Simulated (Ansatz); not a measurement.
# H5NSi (SMILES N[SiH3]): what the fields show

```xyz
7

N    -0.2752   -1.0169    0.3146
Si    0.0952    0.6385   -0.1084
H    -0.9435   -1.5197   -0.2760
H     0.5085   -1.6360    0.5398
H     0.9391    1.2135    0.9963
H     0.8439    0.8746   -1.4053
H    -1.2068    1.3849   -0.2112
```

Method: RKS PBE/def2-SVP (Ansatz).

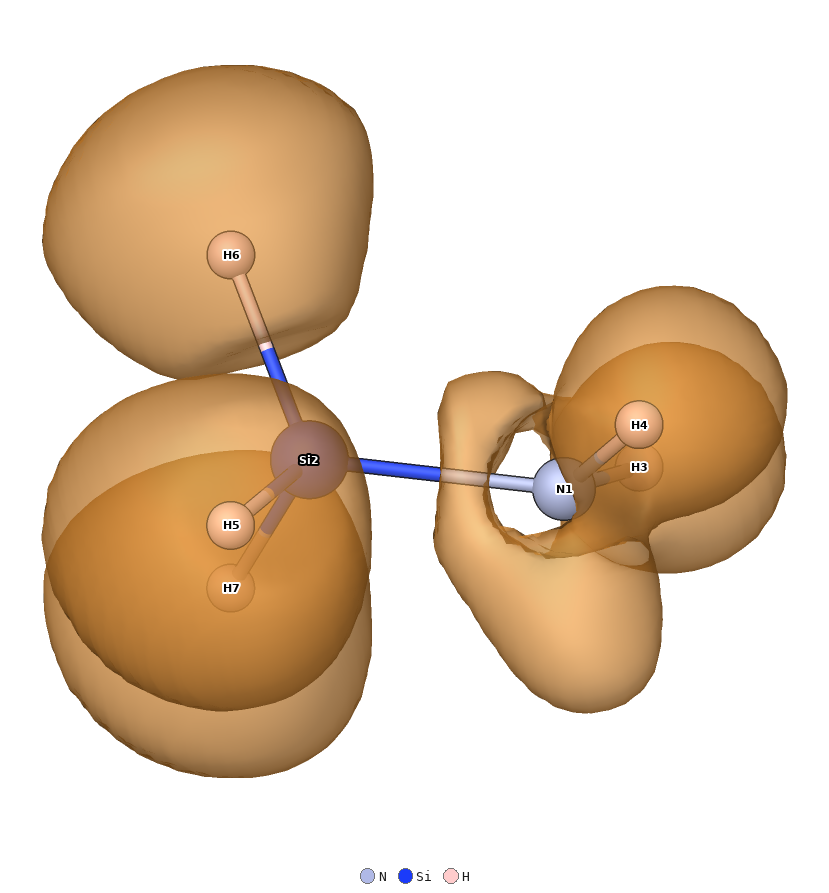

Figure 1. Isosurface of the ELF at 0.8 (orange), seen from one side. Core shells and regions of very low density are left out.

**Where are the electrons localised?**

At this value the surface marks out three regions around hydrogen nuclei and one joined region spread over several atoms (H, N), in which their bonds and any lone pairs are merged.


Si–N (1.75 Å): the ELF peaks at about 0.95 between the atoms (a polar covalent bond). N–H (1.02 Å): the ELF climbs to about 1 towards the hydrogen, as it does in any bond to H: an ordinary covalent bond to hydrogen.

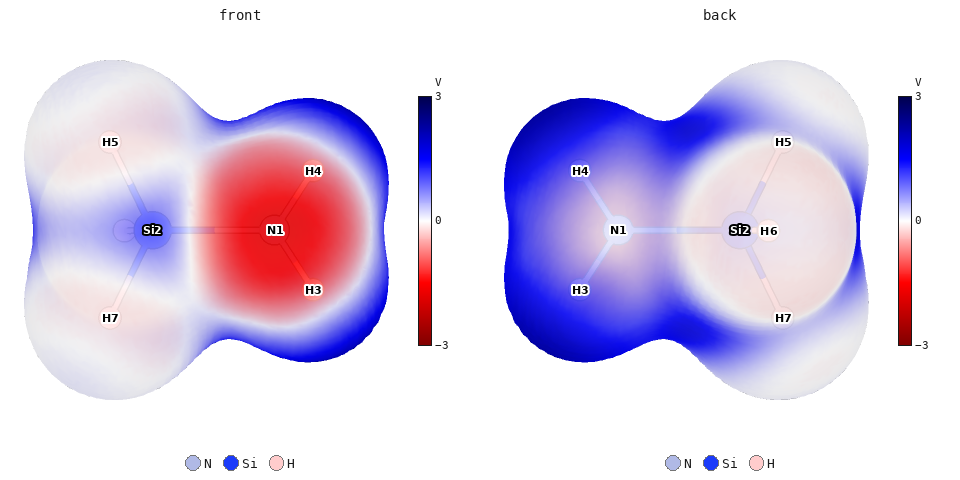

Figure 2. The electrostatic potential painted on the density surface at 0.004 e/bohr³, seen from the front and from behind; the colour scale runs from red (negative) to blue (positive).

**Describe the electrostatic potential map.**

The most negative region (about −1.7 V) lies over N1, the most positive (about +2.2 V) over H3 and H4. N1 is the likeliest acceptor of a hydrogen bond.

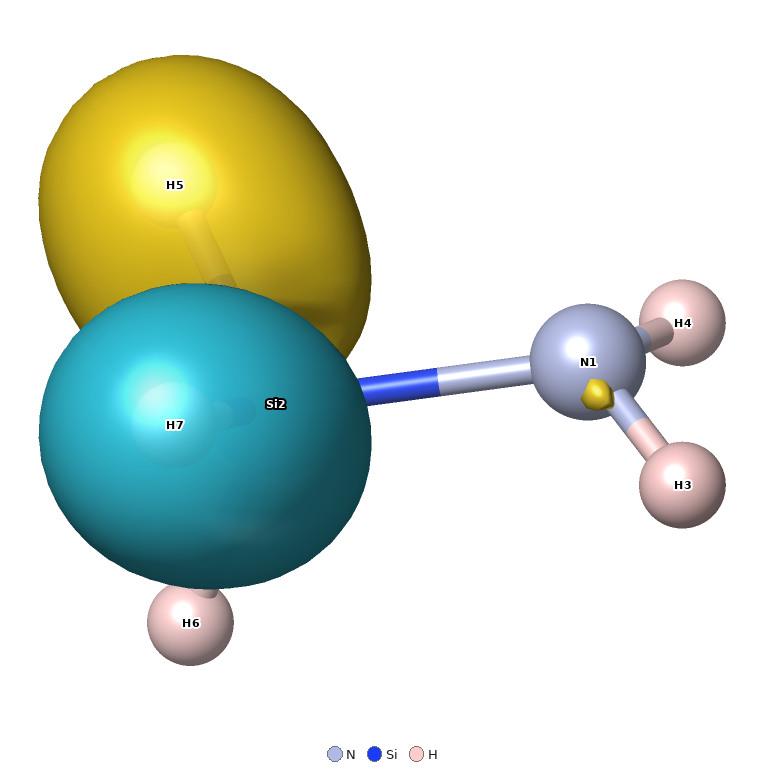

Figure 3. The HOMO−1 at ±0.2 Å⁻³ᐟ² (yellow and cyan are the two phases), seen at an oblique angle.

**What is the character of this orbital?**

It lies mainly on Si2 (about 40 %), H5 (about 25 %) and H7 (about 25 %). Its energy is −8.00 eV.
